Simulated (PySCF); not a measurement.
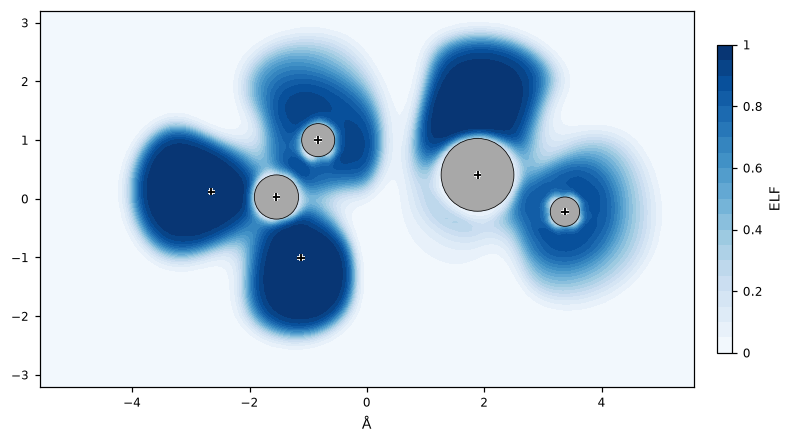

The ELF on a plane through atoms (crosses mark nuclei in the plane; grey discs cover the cores).

Computed with wB97M-D3(BJ)/def2-SVPD, SCF density, gas phase in PySCF 2.14.0.

Candidates:
A. PF₃···CH₂O (SMILES FP(F)F.C=O)
B. SiF₄···C₂H₄ (SMILES F[Si](F)(F)F.C=C)
C. H₆NaO₃···H₂O (charge +1)

**Which candidate gave the map?**

Candidate A: PF₃···CH₂O on the plane of atoms H7, C5 and H8, which holds P, F, C, O and H. P2···O6 (2.78 Å): the ELF dips to about 0.10 between them. C–O (1.20 Å): the ELF peaks at about 0.90 between the atoms (a short, multiple covalent bond).
